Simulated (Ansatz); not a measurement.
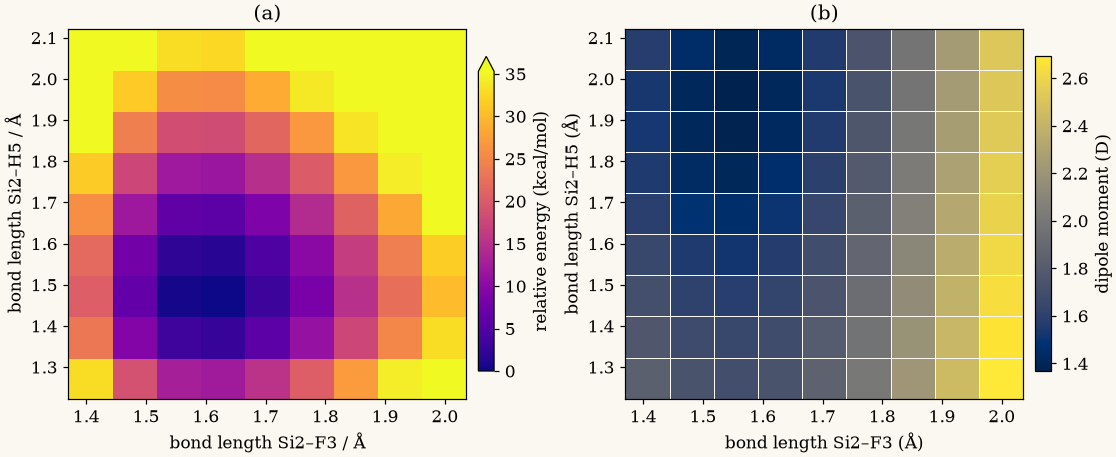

ClFHOSi, SMILES [O][SiH](F)Cl, spin multiplicity 2. Coordinates scanned: (1) bond length Si2–F3; (2) bond length Si2–H5. Nothing is relaxed (all other coordinates rigid). The grid has 9 × 9 points. Energies are in kcal/mol, from the lowest grid point. The calculation used Ansatz, UKS PBE-D4/def2-TZVP.

Panel (a) is the energy; panel (b) is the computed dipole moment, in D.

Drawn: one coloured cell a grid point, one colour for all values above the top of the scale.

Q: How does the dipole moment vary over the map, and what is it at the lowest grid point?

A: Leaving out the highest fifth of the energies, it runs from 1.37 D at bond length Si2–F3 = 1.555 Å, bond length Si2–H5 = 1.972 Å to 2.67 D at bond length Si2–F3 = 1.999 Å, bond length Si2–H5 = 1.373 Å. At the lowest grid point, bond length Si2–F3 = 1.629 Å, bond length Si2–H5 = 1.473 Å, it is 1.63 D.

```tsv
bond length Si2–H5 ↓, bond length Si2–F3 →	1.407	1.481	1.555	1.629	1.703	1.777	1.851	1.925	1.999
2.072	1.57	1.45	1.40	1.43	1.56	1.75	1.98	2.24	2.51
1.972	1.53	1.41	1.37	1.41	1.54	1.74	1.98	2.24	2.52
1.872	1.52	1.41	1.37	1.42	1.56	1.76	2.00	2.26	2.53
1.773	1.55	1.44	1.40	1.46	1.59	1.79	2.03	2.29	2.56
1.673	1.59	1.48	1.45	1.51	1.64	1.83	2.06	2.32	2.59
1.573	1.64	1.54	1.51	1.57	1.69	1.88	2.10	2.35	2.61
1.473	1.71	1.61	1.58	1.63	1.75	1.92	2.14	2.39	2.64
1.373	1.77	1.67	1.64	1.68	1.80	1.97	2.18	2.42	2.67
1.273	1.83	1.73	1.70	1.74	1.84	2.01	2.21	2.45	2.69
```
